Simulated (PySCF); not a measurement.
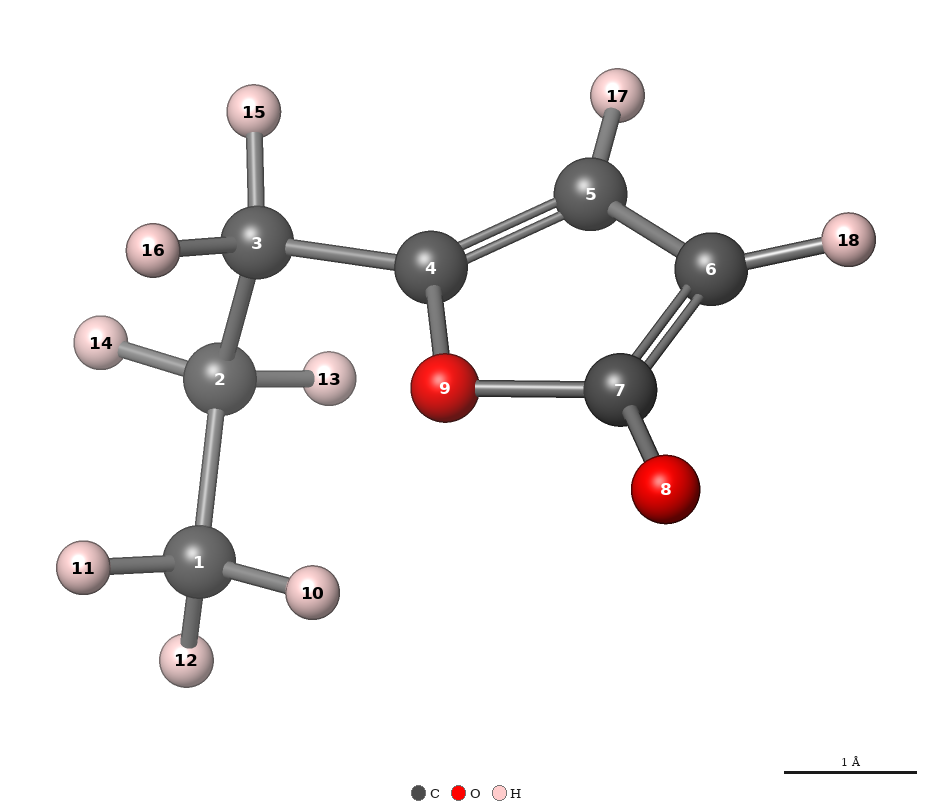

Orthographic view. Atoms fade into the background with distance from the viewer. The species has charge −1 and is a spin singlet. Geometry: an end point of a reaction path computed with GFN2-xTB.

Write a MOL file (V2000) with the atoms in numerical order, bonds sorted by atom number with the orders drawn, and coordinates in the frame of the picture: x right, y up, z towards the viewer, origin at the mean position.

```
C7H9O2
                    3D

 18 18  0  0  0  0  0  0  0  0999 V2000
   -1.4600   -1.5700   -0.7600 C   0  0  0  0  0  0  0  0  0  0  0  0
   -1.3000   -0.1700   -1.3500 C   0  0  0  0  0  0  0  0  0  0  0  0
   -1.0200    0.8700   -0.2500 C   0  0  0  0  0  0  0  0  0  0  0  0
    0.3100    0.6800    0.4100 C   0  0  0  0  0  0  0  0  0  0  0  0
    1.5300    1.2400    0.1700 C   0  0  0  0  0  0  0  0  0  0  0  0
    2.4500    0.6700    1.0700 C   0  0  0  0  0  0  0  0  0  0  0  0
    1.7600   -0.2500    1.8500 C   0  0  0  0  0  0  0  0  0  0  0  0
    2.1000   -1.0100    2.7800 O   0  0  0  0  0  0  0  0  0  0  0  0
    0.4200   -0.2400    1.4300 O   0  0  0  0  0  0  0  0  0  0  0  0
   -0.5900   -1.8000   -0.1400 H   0  0  0  0  0  0  0  0  0  0  0  0
   -2.3400   -1.6100   -0.1200 H   0  0  0  0  0  0  0  0  0  0  0  0
   -1.5600   -2.3200   -1.5400 H   0  0  0  0  0  0  0  0  0  0  0  0
   -0.4700   -0.1700   -2.0500 H   0  0  0  0  0  0  0  0  0  0  0  0
   -2.2100    0.1100   -1.8900 H   0  0  0  0  0  0  0  0  0  0  0  0
   -1.0400    1.8700   -0.7000 H   0  0  0  0  0  0  0  0  0  0  0  0
   -1.8100    0.8100    0.5000 H   0  0  0  0  0  0  0  0  0  0  0  0
    1.7300    1.9900   -0.5800 H   0  0  0  0  0  0  0  0  0  0  0  0
    3.5000    0.8900    1.1600 H   0  0  0  0  0  0  0  0  0  0  0  0
  1  2  1  0
  1 10  1  0
  1 11  1  0
  1 12  1  0
  2  3  1  0
  2 13  1  0
  2 14  1  0
  3  4  1  0
  3 15  1  0
  3 16  1  0
  4  5  2  0
  4  9  1  0
  5  6  1  0
  5 17  1  0
  6  7  2  0
  6 18  1  0
  7  8  1  0
  7  9  1  0
M  CHG  1   8  -1
M  END
```
